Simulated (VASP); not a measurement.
Band structure of YP. Level of theory: PBE GGA, VASP's PBE PAW potentials (set 64) (plane waves; VASP).

The cell holds a wide vacuum, so values per volume refer to the whole cell.

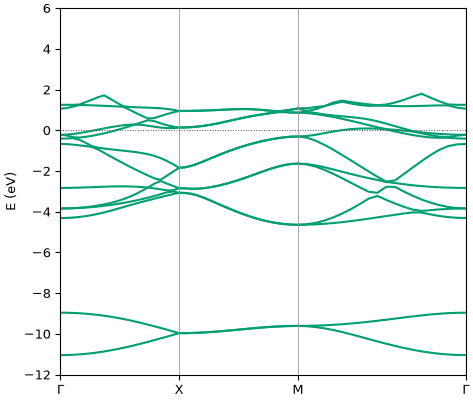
Figure: Bands along high-symmetry lines, zero at the valence-band maximum or, without a gap, the Fermi level

Read the plot: is there a gap, and where are the band edges?

It has no gap at this level: it comes out as a metal or semimetal.

The cell is a sheet with vacuum, built from a generated structure.
